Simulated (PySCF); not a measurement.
# C2H9BSi2: what the fields show

Input

```
{"job": {"kind": "nmr", "xc": "PBE0", "basis": "pcSseg-1"}, "charge": 0, "multiplicity": 1}
C     -0.466919    -0.617338    -0.203488
C      0.357693    -0.526295     1.041872
Si     2.013621     0.319253     0.670606
B     -0.679824    -1.334187    -1.358492
Si    -1.750593     0.705315    -0.594790
H      0.569511    -1.530084     1.445536
H     -0.151461     0.030868     1.846229
H      1.775311     1.679967     0.101290
H      2.829014     0.455169     1.919480
H      2.774012    -0.497968    -0.321812
H     -0.940810    -1.884420    -2.378187
H     -2.820335     0.738662     0.451227
H     -2.381883     0.381049    -1.915669
H     -1.133779     2.065435    -0.689455
```

Command:

```sh
OMP_NUM_THREADS=1 python cluster_run.py task.json out
```

Geometry: PBE0-D3(BJ)/def2-SVP.

All numbers below come from PySCF, PBE0/pcSseg-1, SCF density, gas phase, non-relativistic.

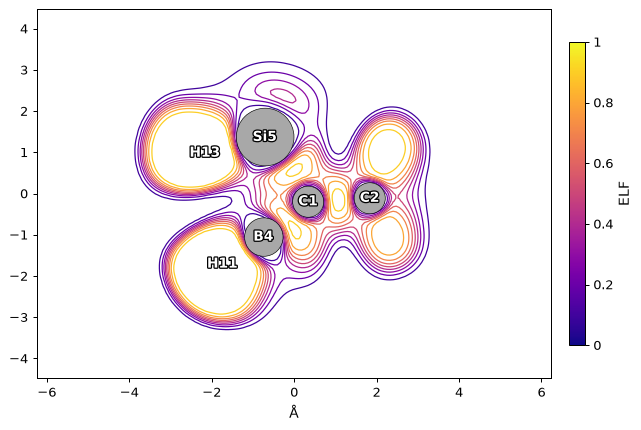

Figure 1. Electron localisation function on the plane of atoms C2, C1 and Si5. Grey discs cover the atomic cores.

Describe what can be read from this map.

Answer.
- The section cuts through C, B, Si and H sites.
- C–B (1.38 Å): the ELF peaks at about 0.90 between the atoms: a covalent bond.
- C–C (1.50 Å): the ELF peaks at about 0.95 between the atoms: localised, covalent bonding.
- C–Si (1.88 Å): the ELF peaks at about 0.90 between the atoms (a covalent bond).
- B–H (1.19 Å): the ELF climbs to about 1 towards the hydrogen, as it does in any bond to H; a covalent bond by its length.
- Si–H (1.50 Å): the ELF climbs to about 1 towards the hydrogen.

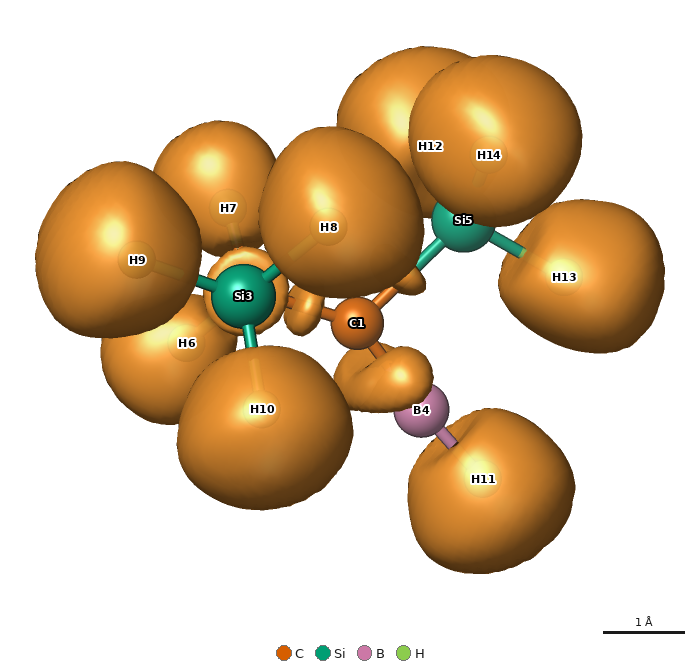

Figure 2. Isosurface of the ELF at 0.85 (orange), seen at an oblique angle. Core shells and regions of very low density are left out.

Where are the electrons localised?

Answer. At this value the surface marks out one region between bonded B–C atoms (shared pairs), one region between bonded C–C atoms (shared pairs), two regions between bonded C–Si atoms (shared pairs) and nine regions around hydrogen nuclei.

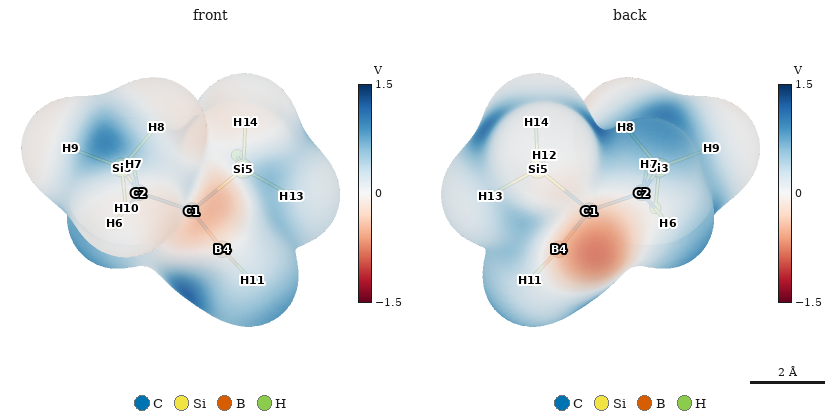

Figure 3. The electrostatic potential painted on the density surface at 0.002 e/bohr³, seen from the front and from behind; the colour scale runs from red (negative) to blue (positive).

Where is the surface potential most negative and most positive?

Answer. The most negative region (about −0.7 V, or −16 kcal/mol for a unit charge) lies over C1, the most positive (about +1.1 V, or +25 kcal/mol for a unit charge) over B4 and Si5.

What dipole moment does the calculation give?

Answer. Its dipole moment is 0.56 D.
